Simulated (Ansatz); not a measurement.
**Amorphous Si24O49Zn**

A CHGNet melt-quench gave the starting glass, which DFT then relaxed. O atoms were pushed apart under 1.9 Å during the dynamics, to hinder bonds among them. The hot cell started wider than the set density and was brought back towards it in steps. It is the lowest in DFT energy of 2 quenches. It is a model cell: composition and starting density were chosen by hand, and all elements were melted together. No dispersion term was used.

Methods: PBE, scalar-relativistic without spin-orbit coupling (Ansatz, an electronic-structure program); r2SCAN, scalar-relativistic without spin-orbit coupling (Ansatz); HSE06, scalar-relativistic without spin-orbit coupling (Ansatz). Geometry, pressure, stress and energy are those of the PBE run. Its sampling: a 2×2×2 Γ-centred mesh; Fermi-Dirac width 0.02 eV; no spin polarisation. Other functionals are single points at the zone centre (r2SCAN at 500 eV; exact exchange cut at the cell's faces), free to take moments where seeds were set. At PBE the levels at the filled edge of the gap are localised (band-tail or defect states), and the nearest spread-out levels lie 5.0 eV apart at the zone centre.

The number of atoms in the cell comes out as 74, the density (held, not predicted) comes out as 2.27 g/cm³ and the volume per atom is 15.04 Å³. The pressure on a 2×2×2 Γ-centred mesh is -0.44 GPa and the largest force and stress component on that mesh (the relaxation ran on the zone centre alone) comes out as 0.02 eV/Å and 0.4 GPa. The level gap on a 2×2×2 Γ-centred mesh (PBE) comes out as 4.63 eV and the level gap at the zone centre (PBE) is 4.63 eV. The level gap at the zone centre (r2SCAN) is 5.23 eV and the level gap at the zone centre (HSE06) is 6.42 eV.

Bonds are counted up to Si-Si 2.60 Å, Si-O 1.90 Å, Si-Zn 2.56 Å, O-O 1.58 Å, O-Zn 2.26 Å, Zn-Zn 2.68 Å. Two cations that share two anions don't count as bonded, nor two that share one unless they lie closer than Si-Si 2.38 Å, Si-Zn 2.49 Å, Zn-Zn 2.61 Å.

```yaml
Mean coordination of Si by anions: 4.00 (24 with 4)
Mean coordination of O: 2.00 (49 with 2)
Mean coordination of Zn by anions: 2.00 (1 with 2)
Mean Si-O bond: 1.639 Å (spread 0.019 Å, 96 counted)
Mean O-Zn bond: 1.802 Å (spread 0.022 Å, 2 counted)
```

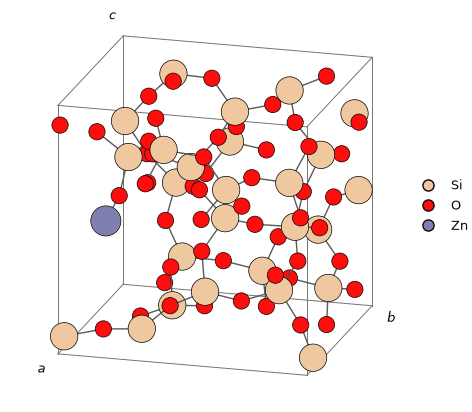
Figure. The relaxed cell

Its density started from a set value of 2.27 g/cm³. The simulated quench (nominally 320 K/ps over its main leg) is rapid and tends to freeze in more defects than a deposited or slowly cooled glass has. One small periodic cell is one sample of the glass; other quenches scatter about these values. The volume was held where the preparation left it and the shape relaxed, at a PBE pressure of -0.4 GPa (tension).
